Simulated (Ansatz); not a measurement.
**UHSE06/def2-SVPD run of GaHClO (SMILES [O][GaH][Cl])**

Aim: the electronic atomisation energy of GaHClO at UHSE06/def2-SVPD, from 5 runs. 

The calculation is run with Ansatz 0.2.0.

70 further runs of the same task are left out: 1 that didn't finish, 69 set aside as unsound or not needed. Runs told in other sessions of the task aren't counted.

## (1) The molecule

The species is GaHClO (4 atoms), meant as a doublet with charge 0. As SMILES, `[O][GaH][Cl]`. The shape is that of a PBE0-D4/def2-TZVP optimisation.

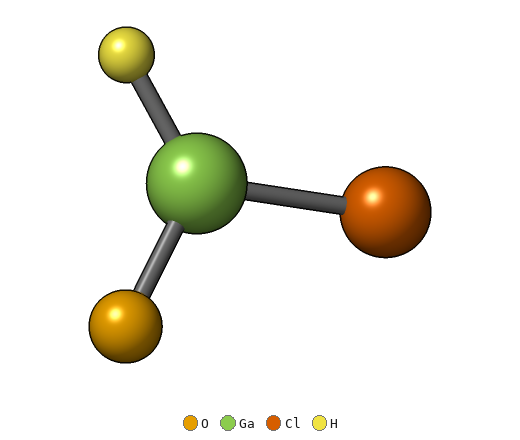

Viewed from a chosen angle; oxygen amber, gallium green, chlorine orange, hydrogen yellow.

## (2) A single-point energy at UHSE06/def2-SVPD

Contents of input.yaml:

```yaml
crystal:
  periodic: [false, false, false]
  atoms:
    - {symbol: O, position_ang: [-1.739800, -0.117700, -0.212200]}
    - {symbol: Ga, position_ang: [0.030900, 0.144300, -0.061200]}
    - {symbol: Cl, position_ang: [1.050700, -1.557300, 0.708800]}
    - {symbol: H, position_ang: [0.713700, 1.470500, -0.455700]}
basis:
  gaussian:
    orbitals: def2-SVPD
accuracy: high
hamiltonian:
  xc: hse06
output: {orbitals: {seedname: orbitals}}
magnetization:
  spin_polarized: true
  initial_magnetization: 1
```

Started as:

```bash
$ ansatz run input.yaml --threads 1 --pin off --max-ram 3480MiB --events-out events.jsonl --progress --plain --runs-dir runs
```

Output:

```text
Warning: RAYON_NUM_THREADS=1 ignored (pool sized by the plan → 1); use --threads N
Functional definition: HSE06
  name "HSE06"
  parameter a = 0.25
  parameter omega = 0.11/bohr
  exchange = pbe_x - a*pbe_x_sr(omega) + a*exact_x_sr(omega)
  correlation = pbe_c
1788 factors; integrals over basis functions are off by at most 4.1e-9 eV
133 factors; integrals over basis functions are off by at most 1.3e-9 eV
mean field evaluation 1: about -66921.8368 eV, gradient 5.4e1 eV
mean field evaluation 2: about -66703.9729 eV, gradient 1.4e2 eV
mean field evaluation 4: about -66932.2082 eV, gradient 3.5e1 eV
mean field evaluation 8: about -66938.2398 eV, gradient 5.0e-1 eV
mean field evaluation 16: about -66938.2865 eV, gradient 1.2e-2 eV
mean field evaluation 32: about -66938.2866 eV, gradient 9.8e-6 eV
mean field -66938.28655100 eV, -2459.9366583490 hartree, gradient 7.0e-8 eV, S^2 0.754657; 2 other end points of the search recorded, 0 dependent functions left out
reference -66938.28655452 eV, -2459.9366584783 hartree; 29, 28 occupied and 67, 68 virtual orbitals, 1788 factors
Total energy: -66938.28655452 eV, -2459.9366584783 hartree
```

Run time: 27 s. Hardware: 1 thread of Arm Neoverse V2, shared host; peak memory 0.48 GiB.

## (3) The Cl atom

Contents of in.yaml:

```yaml
basis:
  gaussian: {orbitals: def2-SVPD}
crystal:
  periodic: [false, false, false]
  atoms:
    - {symbol: Cl, position_ang: [0.000000, 0.000000, 0.000000]}
magnetization: {spin_polarized: true, initial_magnetization: 1}
hamiltonian: {xc: hse06}
accuracy: high
```

Started as:

```bash
$ ansatz run in.yaml --threads 1 --pin off --max-ram 3480MiB --events-out events.jsonl --progress --plain --runs-dir runs
```

Output:

```text
Warning: RAYON_NUM_THREADS=1 ignored (pool sized by the plan → 1); use --threads N
[... 6 set-up lines as earlier in the session ...]
222 factors; integrals over basis functions are off by at most 2.5e-9 eV
51 factors; integrals over basis functions are off by at most 7.2e-10 eV
mean field evaluation 1: about -12512.7790 eV, gradient 3.1e0 eV
mean field evaluation 2: about -12512.8400 eV, gradient 1.1e0 eV
mean field evaluation 4: about -12512.8460 eV, gradient 4.2e-1 eV
mean field evaluation 8: about -12512.8469 eV, gradient 3.0e-4 eV
mean field evaluation 16: about -12512.8469 eV, gradient 1.1e-8 eV
mean field -12512.84685435 eV, -459.8386403852 hartree, gradient 6.7e-9 eV, S^2 0.752802; 0 other end points of the search recorded, 0 dependent functions left out
reference -12512.84685683 eV, -459.8386404763 hartree; 9, 8 occupied and 18, 19 virtual orbitals, 222 factors
Total energy: -12512.84685683 eV, -459.8386404763 hartree
```

It took 1.1 s on 1 thread of Arm Neoverse V2, shared host.

## (4) The Ga atom, same level

Contents of run.yaml:

```yaml
crystal:
  periodic: [false, false, false]
  atoms:
    - {symbol: Ga, position_ang: [0.000000, 0.000000, 0.000000]}
basis:
  gaussian:
    orbitals: def2-SVPD
magnetization:
  spin_polarized: true
  initial_magnetization: 1
hamiltonian:
  xc: hse06
accuracy: high
```

Started as:

```bash
$ ansatz run run.yaml --threads 1 --pin off --max-ram 3480MiB --events-out events.jsonl --progress --plain --runs-dir runs
```

Output:

```text
Warning: RAYON_NUM_THREADS=1 ignored (pool sized by the plan → 1); use --threads N
[... 6 set-up lines as earlier in the session ...]
371 factors; integrals over basis functions are off by at most 3.9e-9 eV
60 factors; integrals over basis functions are off by at most 8.0e-10 eV
mean field evaluation 1: about -52362.9187 eV, gradient 6.7e0 eV
mean field evaluation 2: about -52362.9194 eV, gradient 7.5e0 eV
mean field evaluation 4: about -52363.0211 eV, gradient 3.7e-1 eV
mean field evaluation 8: about -52363.0221 eV, gradient 5.0e-3 eV
mean field evaluation 16: about -52363.0221 eV, gradient 3.3e-9 eV
mean field evaluation 32: about -52363.0214 eV, gradient 1.5e-1 eV
mean field -52363.02214016 eV, -1924.3055707196 hartree, gradient 4.8e-9 eV, S^2 0.753699; 2 other end points of the search recorded, 0 dependent functions left out
reference -52363.02214247 eV, -1924.3055708046 hartree; 16, 15 occupied and 22, 23 virtual orbitals, 371 factors
Total energy: -52363.02214247 eV, -1924.3055708046 hartree
```

Wall time 3.3 s (1 thread of Arm Neoverse V2, shared host); peak memory 0.11 GiB.

## (5) The H atom

Contents of in.yaml:

```yaml
crystal:
  periodic: [false, false, false]
  atoms:
    - {symbol: H, position_ang: [0.000000, 0.000000, 0.000000]}
basis:
  gaussian: {orbitals: def2-SVPD}
magnetization: {spin_polarized: true, initial_magnetization: 1}
hamiltonian: {xc: {name: HSE06}}
accuracy: high
```

Run the same way, it converges to -0.50000 Eh (log not shown).

## (6) The O atom at the same level

Contents of molecule.yaml:

```yaml
crystal:
  periodic: [false, false, false]
  atoms:
    - {symbol: O, position_ang: [0.000000, 0.000000, 0.000000]}
basis:
  gaussian:
    orbitals: def2-SVPD
magnetization:
  spin_polarized: true
  initial_magnetization: 2
hamiltonian:
  xc: {name: HSE06}
accuracy: high
```

Run the same way, it converges to -74.92859 Eh (log not shown).

## (7) Results

At UHSE06/def2-SVPD:

| quantity | value |
| --- | --- |
| molecule: total energy | -2459.93666 Eh |
| molecule: HOMO energy (highest over α and β) | -8.77 eV |
| molecule: LUMO energy (lowest over α and β) | -4.92 eV |
| molecule: ⟨S²⟩ | 0.755 |
| Cl atom: total energy | -459.83864 Eh |
| Cl atom: ⟨S²⟩ | 0.753 |
| Ga atom: total energy | -1924.30557 Eh |
| Ga atom: ⟨S²⟩ | 0.754 |
| H atom: total energy | -0.50000 Eh |
| H atom: ⟨S²⟩ | 0.750 |
| O atom: total energy | -74.92859 Eh |
| O atom: ⟨S²⟩ | 2.004 |
| electronic atomisation energy | 9.901 eV |

Taking the molecule apart into free atoms costs 9.90 eV (228 kcal/mol), before zero-point energy and without spin-orbit coupling.
